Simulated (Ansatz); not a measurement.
| atom | x (Å) | y (Å) | z (Å) |
| --- | --- | --- | --- |
| C | -1.4462 | 0.5753 | 0.1161 |
| Ge | 0.7034 | 0.1909 | -1.7232 |
| Te | -0.1396 | -1.2672 | 0.1372 |
| H | -1.3101 | 1.0447 | 1.1049 |
| H | -2.4690 | 0.2094 | -0.0752 |
| H | -1.1843 | 1.3262 | -0.6725 |

Geometry: BLYP-D3(BJ)/def2-SVP; core potentials replace the inner electrons of Te.

Computed with isolated molecule in a Gaussian basis; Kohn-Sham density functional theory, functional PBE0 in Ansatz.

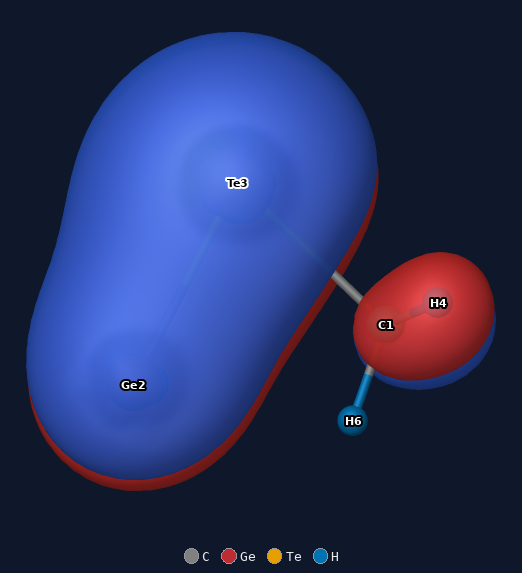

CH$_{3}$GeTe (SMILES C[Te]#[Ge+]) (charge +1). One frontier orbital at ±0.06 Å⁻³ᐟ² (red and blue are the two phases), seen across its widest extent.

Which orbital is it: HOMO or LUMO?

The HOMO, at −12.13 eV. Its weight (Hirshfeld) is mainly on Te3 (about 70 %) and Ge2 (about 25 %).
